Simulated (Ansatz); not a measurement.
## Geometry relaxation of C2H8O2Si (part 1 of 2)

- system: C2H8O2Si, SMILES C[Si](C)(O)O
- method: RKS PBE-D4/def2-SVP (Ansatz 0.2.0)

The geometry: force-field start. Figures and captions count atoms from 1; the log counts them from 0 in places.

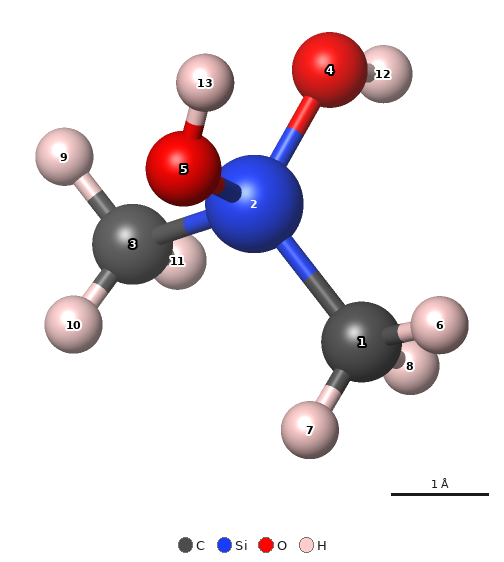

Fig. 1: The input geometry (ball-and-stick view, seen at a tilt; atoms are numbered from 1 in the order of the input).

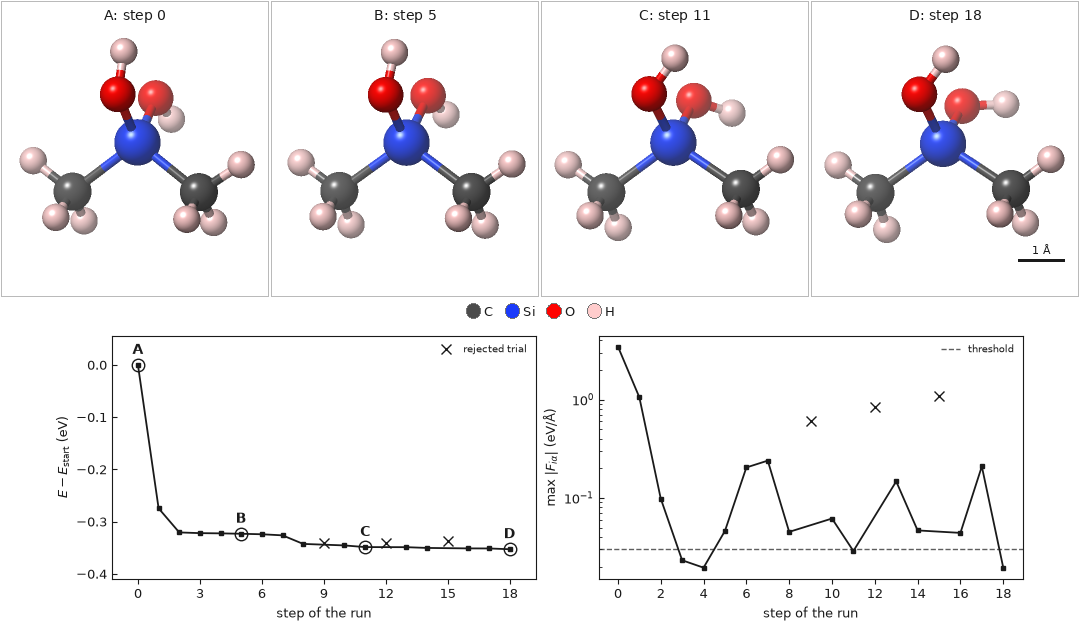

Fig. 2: Frames of the relaxation (ball-and-stick view, seen at a tilt) above the curves, on which the letters mark them (the first geometry is step 0 here and step 1 in the log).

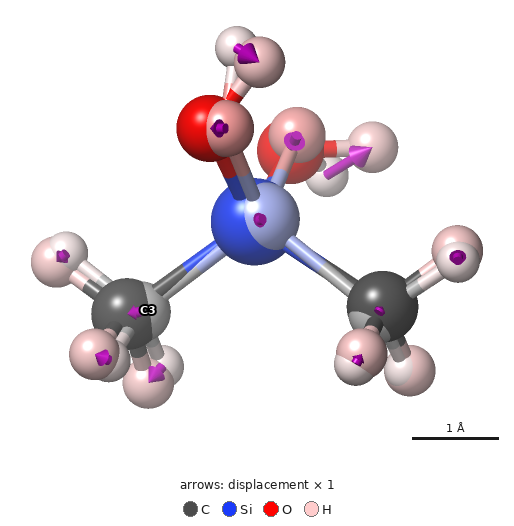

Fig. 3: Start (faint) and end (solid) with the displacements as pink arrows, at true length (ball-and-stick view, seen at a tilt). The two geometries are laid on each other by the best rigid fit. The energy falls by 0.353 eV in 18 geometry steps. Largest force component: 3.5 eV/Å at the start, 0.02 eV/Å at the end. The line search rejected the trial steps at points 9, 12, 15 (counted from 0) and went back. The atom that moves furthest after the best rigid fit is H12 (0.73 Å). By element the largest moves are H 0.73 Å, O 0.33 Å, C 0.16 Å, Si 0.15 Å. Among the contacts that change: C1–Si2 1.812 → 1.887 Å, C1–H8 1.048 → 1.110 Å, C1–H6 1.158 → 1.111 Å, Si2–O4 1.642 → 1.690 Å. Among the angles that change: C3–Si2–O5 111.0° → 105.0°, O4–Si2–O5 104.1° → 110.0°, C1–Si2–C3 107.2° → 112.7°. (Atoms are counted from 1 in the order of the input.)

The input and output of the run follow.

### Input file
```yaml
crystal:
  periodic: [false, false, false]
  atoms:
    - {symbol: C, position_ang: [-1.391800, 0.442700, -0.679300]}
    - {symbol: Si, position_ang: [0.107700, 0.245400, 0.319200]}
    - {symbol: C, position_ang: [1.205100, -0.952500, -0.573300]}
    - {symbol: O, position_ang: [-0.193900, -0.308400, 1.835600]}
    - {symbol: O, position_ang: [0.881900, 1.692000, 0.564100]}
    - {symbol: H, position_ang: [-2.123200, 1.200100, -0.196900]}
    - {symbol: H, position_ang: [-1.175100, 0.893100, -1.675900]}
    - {symbol: H, position_ang: [-1.926700, -0.445300, -0.835400]}
    - {symbol: H, position_ang: [2.158600, -1.101300, 0.056800]}
    - {symbol: H, position_ang: [1.520700, -0.572300, -1.522700]}
    - {symbol: H, position_ang: [0.734300, -1.920700, -0.674300]}
    - {symbol: H, position_ang: [-0.713600, -1.162500, 1.893200]}
    - {symbol: H, position_ang: [0.936300, 1.954900, 1.503600]}
basis:
  gaussian: {orbitals: def2-SVP}
hamiltonian: {xc: pbe, dispersion: d4}
relax: {f_tol: 0.03, max_steps: 200}
```

Run as:
```bash
ansatz run in.yaml --threads 4 --pin off --events-out ev --progress --plain --max-ram 10444MiB
```

### Log
```
Functional definition: PBE
  name "PBE"
  cite "Perdew, Burke & Ernzerhof, Phys. Rev. Lett. 77, 3865 (1996) doi:10.1103/PhysRevLett.77.3865"
  parent pbe
  parameter kappa = 0.804
  parameter beta = 0.06672455060314922
  exchange = pbe_x(kappa = kappa, mu = beta*pi^2/3)
  correlation = pbe_c(beta = beta)
1262 factors; their error is unknown
mean field evaluation 1: about -14140.5146 eV, gradient 9.8e1 eV
mean field evaluation 2: about -14109.5693 eV, gradient 1.5e2 eV
mean field evaluation 4: about -14159.9207 eV, gradient 8.7e0 eV
mean field evaluation 8: about -14160.0910 eV, gradient 5.1e-2 eV
mean field evaluation 16: about -14160.0300 eV, gradient 1.0e-4 eV
mean field -14160.02996449 eV, -520.3715031820 hartree, gradient 4.0e-5 eV, S^2 0.000000; 0 other end points of the search recorded, 0 dependent functions left out
the calculation of the forces begins
reference -14160.02999925 eV, -520.3715044592 hartree; 25, 25 occupied and 89, 89 virtual orbitals, 1262 factors
relax step   1: F+E_penalty+E_count = -14160.29055583 eV  Δ(F+E_penalty+E_count) = +0.000e0 eV  max|allowed force component| = 3.463e0 eV/Å  Δτ_max = 0.0000 Å  (27 SCF iters, accepted)
these checks for a lower state are left out or cut short: starts, cluster_reference, orbital_swaps, neighbouring_geometries, increment
1262 factors; their error is unknown
mean field -14160.30706081 eV, -520.3816862840 hartree, gradient 2.0e-5 eV, S^2 0.000000; 0 other end points of the search recorded, 0 dependent functions left out
[... from here on the field's lines of each further geometry are left out, up to the last ...]
relax step   2: F+E_penalty+E_count = -14160.56487824 eV  Δ(F+E_penalty+E_count) = -2.743e-1 eV  max|allowed force component| = 1.057e0 eV/Å  Δτ_max = 0.0635 Å  (30 SCF iters, accepted)
relax step   3: F+E_penalty+E_count = -14160.61102567 eV  Δ(F+E_penalty+E_count) = -4.615e-2 eV  max|allowed force component| = 9.853e-2 eV/Å  Δτ_max = 0.0440 Å  (29 SCF iters, accepted)
relax step   4: F+E_penalty+E_count = -14160.61239324 eV  Δ(F+E_penalty+E_count) = -1.368e-3 eV  max|allowed force component| = 2.325e-2 eV/Å  Δτ_max = 0.0111 Å  (30 SCF iters, accepted)
relax step   5: F+E_penalty+E_count = -14160.61283579 eV  Δ(F+E_penalty+E_count) = -4.425e-4 eV  max|allowed force component| = 1.956e-2 eV/Å  Δτ_max = 0.0130 Å  (29 SCF iters, accepted)
relax step   6: F+E_penalty+E_count = -14160.61362704 eV  Δ(F+E_penalty+E_count) = -7.913e-4 eV  max|allowed force component| = 4.623e-2 eV/Å  Δτ_max = 0.0341 Å  (29 SCF iters, accepted)
relax step   7: F+E_penalty+E_count = -14160.61454395 eV  Δ(F+E_penalty+E_count) = -9.169e-4 eV  max|allowed force component| = 2.042e-1 eV/Å  Δτ_max = 0.0535 Å  (28 SCF iters, accepted)
relax step   8: F+E_penalty+E_count = -14160.61663656 eV  Δ(F+E_penalty+E_count) = -2.093e-3 eV  max|allowed force component| = 2.396e-1 eV/Å  Δτ_max = 0.0326 Å  (28 SCF iters, accepted)
relax step   9: F+E_penalty+E_count = -14160.63301149 eV  Δ(F+E_penalty+E_count) = -1.637e-2 eV  max|allowed force component| = 4.521e-2 eV/Å  Δτ_max = 0.1894 Å  (34 SCF iters, accepted)
relax step  10: F+E_penalty+E_count = -14160.63127093 eV  Δ(F+E_penalty+E_count) = +1.741e-3 eV  max|allowed force component| = 6.126e-1 eV/Å  Δτ_max = 0.1173 Å  (28 SCF iters, rejected (line search))
relax step  11: F+E_penalty+E_count = -14160.63592560 eV  Δ(F+E_penalty+E_count) = -2.914e-3 eV  max|allowed force component| = 6.177e-2 eV/Å  Δτ_max = 0.0586 Å  (28 SCF iters, accepted)
relax step  12: F+E_penalty+E_count = -14160.63910747 eV  Δ(F+E_penalty+E_count) = -3.182e-3 eV  max|allowed force component| = 2.887e-2 eV/Å  Δτ_max = 0.1000 Å  (29 SCF iters, accepted)
relax step  13: F+E_penalty+E_count = -14160.63126448 eV  Δ(F+E_penalty+E_count) = +7.843e-3 eV  max|allowed force component| = 8.436e-1 eV/Å  Δτ_max = 0.0973 Å  (30 SCF iters, rejected (line search))
relax step  14: F+E_penalty+E_count = -14160.63927631 eV  Δ(F+E_penalty+E_count) = -1.688e-4 eV  max|allowed force component| = 1.474e-1 eV/Å  Δτ_max = 0.0207 Å  (30 SCF iters, accepted)
relax step  15: F+E_penalty+E_count = -14160.64072167 eV  Δ(F+E_penalty+E_count) = -1.445e-3 eV  max|allowed force component| = 4.678e-2 eV/Å  Δτ_max = 0.0750 Å  (30 SCF iters, accepted)
relax step  16: F+E_penalty+E_count = -14160.62791138 eV  Δ(F+E_penalty+E_count) = +1.281e-2 eV  max|allowed force component| = 1.097e0 eV/Å  Δτ_max = 0.1098 Å  (30 SCF iters, rejected (line search))
relax step  17: F+E_penalty+E_count = -14160.64161181 eV  Δ(F+E_penalty+E_count) = -8.901e-4 eV  max|allowed force component| = 4.414e-2 eV/Å  Δτ_max = 0.0549 Å  (29 SCF iters, accepted)
relax step  18: F+E_penalty+E_count = -14160.64172060 eV  Δ(F+E_penalty+E_count) = -1.088e-4 eV  max|allowed force component| = 2.093e-1 eV/Å  Δτ_max = 0.0556 Å  (29 SCF iters, accepted)
the calculation of the forces begins
reference -14160.38690328 eV, -520.3846204405 hartree; 25, 25 occupied and 89, 89 virtual orbitals, 1262 factors
relax step  19: F+E_penalty+E_count = -14160.64321642 eV  Δ(F+E_penalty+E_count) = -1.496e-3 eV  max|allowed force component| = 1.962e-2 eV/Å  Δτ_max = 0.0661 Å  (30 SCF iters, accepted)
1262 factors; their error is unknown
mean field evaluation 160: about -14160.3869 eV, gradient 4.0e-3 eV
mean field -14160.38686729 eV, -520.3846191181 hartree, gradient 9.5e-6 eV, S^2 0.000000; 1 other end points of the search recorded, 0 dependent functions left out
the calculation of the forces begins
reference -14160.38690328 eV, -520.3846204405 hartree; 25, 25 occupied and 89, 89 virtual orbitals, 1262 factors
Total energy: -14160.64325240 eV, -520.3940410971 hartree
Atom 0 at    -1.425785     0.448609    -0.594085 Å, force     0.010415    -0.000146     0.008649 eV/Å
Atom 1 at     0.182359     0.112349     0.334579 Å, force    -0.003438     0.003385    -0.002122 eV/Å
Atom 2 at     1.353591    -0.979399    -0.624027 Å, force     0.003449    -0.004935    -0.006194 eV/Å
Atom 3 at    -0.184645    -0.633415     1.805853 Å, force     0.014389    -0.014219     0.001755 eV/Å
Atom 4 at     1.040671     1.535767     0.608814 Å, force     0.000099     0.007137    -0.009297 eV/Å
Atom 5 at    -2.108472     1.112621    -0.022716 Å, force    -0.000020     0.000514    -0.001552 eV/Å
Atom 6 at    -1.219264     0.946727    -1.563544 Å, force     0.000346     0.003129     0.000101 eV/Å
Atom 7 at    -1.972509    -0.493010    -0.809705 Å, force     0.000046    -0.000429    -0.000411 eV/Å
Atom 8 at     2.241198    -1.225591    -0.007169 Å, force    -0.000841    -0.000107     0.000856 eV/Å
Atom 9 at     1.707698    -0.469385    -1.542584 Å, force     0.001114    -0.000166     0.001253 eV/Å
Atom 10 at     0.864863    -1.929703    -0.918957 Å, force    -0.000868     0.002945     0.000474 eV/Å
Atom 11 at    -1.120270    -0.579697     2.060830 Å, force    -0.019621     0.005078     0.007589 eV/Å
Atom 12 at     0.660866     2.119327     1.287411 Å, force    -0.005071    -0.002186    -0.001099 eV/Å
Dipole moment:    -0.458976     0.095157     0.026313 e Å
```

### Trajectory as extended XYZ (Å, eV, eV/Å), 19 frames, from step=1 to step=19
```
13
Properties=species:S:1:pos:R:3:forces:R:3 step=1 energy=-14160.29056
C    -1.3918    0.4427   -0.6793   -1.0231   3.4629   0.0639
Si    0.1077    0.2454    0.3192    0.8238  -0.1956  -0.6129
C     1.2051   -0.9525   -0.5733    1.5958   0.1507   1.9698
O    -0.1939   -0.3084    1.8356   -1.1285  -1.6407   1.5033
O     0.8819    1.6920    0.5641    0.2739   0.6250   0.2367
H    -2.1232    1.2001   -0.1969    0.7736  -0.8910  -0.4240
H    -1.1751    0.8931   -1.6759    0.1092  -0.1788   0.0912
H    -1.9267   -0.4453   -0.8354   -1.1096  -2.0006  -0.3504
H     2.1586   -1.1013    0.0568   -0.9341   0.0808  -0.6694
H     1.5207   -0.5723   -1.5227    0.3252   0.3268  -1.2984
H     0.7343   -1.9207   -0.6743   -0.4021  -0.8311  -0.2558
H    -0.7136   -1.1625    1.8932    0.7095   1.1673  -0.0024
H     0.9363    1.9549    1.5036   -0.0137  -0.0756  -0.2515
13
Properties=species:S:1:pos:R:3:forces:R:3 step=2 energy=-14160.56488
C    -1.4296    0.4778   -0.6759   -0.6075   1.0565  -0.1181
Si    0.1058    0.2243    0.3183    0.4486  -0.0684  -0.3662
C     1.2545   -0.9599   -0.5648    0.5328   0.0057   0.6364
O    -0.2209   -0.3097    1.8600   -0.4190  -0.6035   0.7371
O     0.8812    1.6813    0.5542    0.1818   0.3560   0.0617
H    -2.1307    1.2083   -0.1852    0.3135  -0.3223  -0.1201
H    -1.1883    0.9135   -1.6703    0.0364  -0.0888   0.0308
H    -1.9891   -0.4442   -0.8470   -0.2626  -0.5346  -0.1137
H     2.1845   -1.1146    0.0446   -0.3285   0.0577  -0.1969
H     1.5715   -0.5751   -1.5428    0.0306   0.0752  -0.3732
H     0.7833   -1.9466   -0.6958   -0.1130  -0.2398  -0.1515
H    -0.7345   -1.1403    1.9313    0.1965   0.3275   0.0278
H     0.9327    1.9503    1.4880   -0.0096  -0.0210  -0.0542
13
Properties=species:S:1:pos:R:3:forces:R:3 step=3 energy=-14160.61103
C    -1.4452    0.4887   -0.6829   -0.0289   0.0067  -0.0937
Si    0.1124    0.2180    0.3263    0.0432  -0.0246  -0.0985
C     1.2713   -0.9650   -0.5611   -0.0443  -0.0455   0.0036
O    -0.2379   -0.3092    1.8896    0.0281   0.0445   0.0874
O     0.8937    1.6853    0.5548    0.0381   0.0238  -0.0207
H    -2.1297    1.1969   -0.1788   -0.0454   0.0500   0.0449
H    -1.1909    0.9165   -1.6753    0.0079   0.0020   0.0114
H    -2.0018   -0.4531   -0.8661    0.0049  -0.0424   0.0088
H     2.1891   -1.1247    0.0369    0.0614  -0.0157   0.0227
H     1.5749   -0.5662   -1.5505   -0.0084   0.0264  -0.0038
H     0.7984   -1.9561   -0.7328    0.0032   0.0430   0.0049
H    -0.7527   -1.1272    1.9691   -0.0461  -0.0620   0.0096
H     0.9386    1.9614    1.4855   -0.0138  -0.0062   0.0237
13
Properties=species:S:1:pos:R:3:forces:R:3 step=4 energy=-14160.61239
C    -1.4483    0.4891   -0.6851   -0.0062  -0.0233  -0.0156
Si    0.1141    0.2169    0.3242    0.0048  -0.0026   0.0012
C     1.2745   -0.9667   -0.5594   -0.0111  -0.0104  -0.0075
O    -0.2384   -0.3059    1.8923    0.0075   0.0140   0.0130
O     0.9001    1.6828    0.5526    0.0231   0.0096  -0.0098
H    -2.1365    1.1930   -0.1748    0.0030  -0.0041   0.0047
H    -1.1948    0.9211   -1.6756   -0.0024   0.0027   0.0038
H    -1.9969   -0.4591   -0.8685    0.0108   0.0115   0.0053
H     2.1947   -1.1343    0.0363   -0.0050   0.0034  -0.0031
H     1.5764   -0.5585   -1.5463   -0.0002   0.0048   0.0075
H     0.7962   -1.9525   -0.7394    0.0024   0.0070  -0.0026
H    -0.7595   -1.1213    1.9748   -0.0100  -0.0029  -0.0031
H     0.9386    1.9606    1.4836   -0.0167  -0.0098   0.0061
13
Properties=species:S:1:pos:R:3:forces:R:3 step=5 energy=-14160.61284
C    -1.4464    0.4862   -0.6854   -0.0002  -0.0133   0.0180
Si    0.1170    0.2170    0.3247   -0.0161  -0.0028   0.0174
C     1.2738   -0.9678   -0.5610    0.0069   0.0050  -0.0027
O    -0.2383   -0.3009    1.8950    0.0057  -0.0009  -0.0123
O     0.9065    1.6815    0.5525    0.0196  -0.0005  -0.0057
H    -2.1378    1.1837   -0.1698    0.0047  -0.0106  -0.0085
H    -1.1960    0.9242   -1.6739   -0.0033   0.0010   0.0013
H    -1.9886   -0.4652   -0.8708    0.0063   0.0152   0.0002
H     2.1928   -1.1423    0.0347   -0.0091   0.0007  -0.0063
H     1.5783   -0.5524   -1.5441    0.0008  -0.0017   0.0078
H     0.7915   -1.9498   -0.7491    0.0004  -0.0001  -0.0020
H    -0.7673   -1.1116    1.9788    0.0010   0.0155  -0.0062
H     0.9347    1.9626    1.4831   -0.0166  -0.0076  -0.0010
```
